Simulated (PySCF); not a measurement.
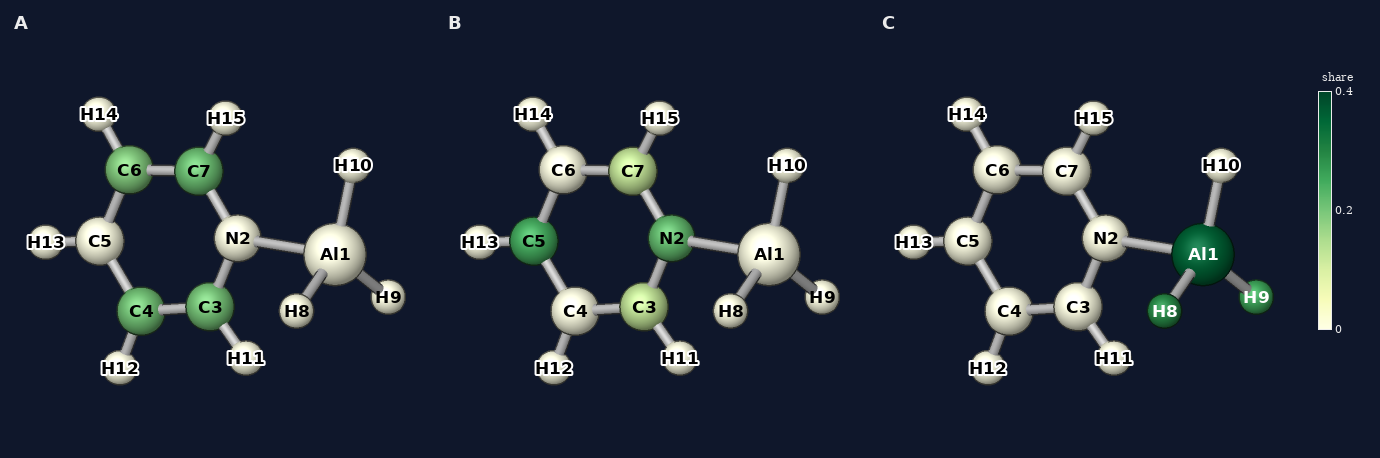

Each panel colours the atoms by their Löwdin share in one orbital (up to four of the largest shares; other atoms are shown as zero). The computed structure is the end point of a GFN2-xTB optimisation. No frequency run is at hand to confirm it as a minimum. Level of theory: B3LYP/def2-SVPD (PySCF 2.14.0).

> The panels show the HOMO−2, HOMO, LUMO, in some order. Which is which?

A: HOMO−2, −8.54 eV; C7 0.21, C4 0.20, C3 0.20, C6 0.19
B: LUMO, −2.28 eV; C5 0.25, N2 0.22, C3 0.12, C7 0.12
C: HOMO, −6.93 eV; Al1 0.36, H8 0.29, H9 0.26

The geometry is semi-empirical. Around Al such bond lengths and angles can be off by a tenth of an ångström or more and by several degrees, and values that hang on the shape move with them.
